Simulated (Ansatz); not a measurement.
System: cubic perovskite BaHfO3. Method: revPBE (plane waves, PAW; Ansatz, a program for electronic structure).

Run with plane-wave cutoff 520 eV, 8×8×8 k mesh, Fermi–Dirac smearing 0.01 eV, scalar-relativistic PAW data made under PBE.

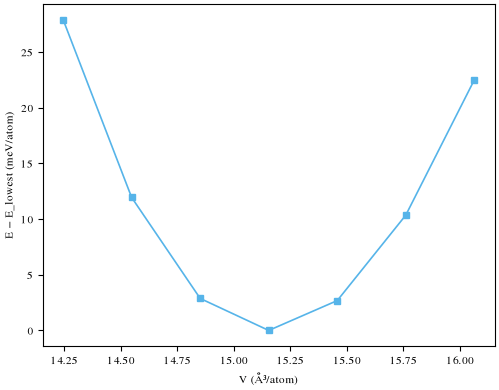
Fig. 1. Total energy against volume

### Question
From the curve, estimate the equilibrium volume and the bulk modulus.

### Answer
V0 ≈ 15.2 Å³/atom and B0 ≈ 150 GPa; the fit gives V0 = 15.154 Å³/atom, B0 = 147 GPa, B′ = 4.4.

Measured, for comparison: equilibrium volume per atom 14.51 Å³/atom (room temperature, no zero-point or thermal correction; as tabulated in Zhao et al. (2008), arXiv:0809.3506). Computed (rounded) less measured: equilibrium volume per atom +4.4 %.

Spin–orbit coupling is not included.

Cost on a shared machine: about 70 core-seconds (a rough figure).
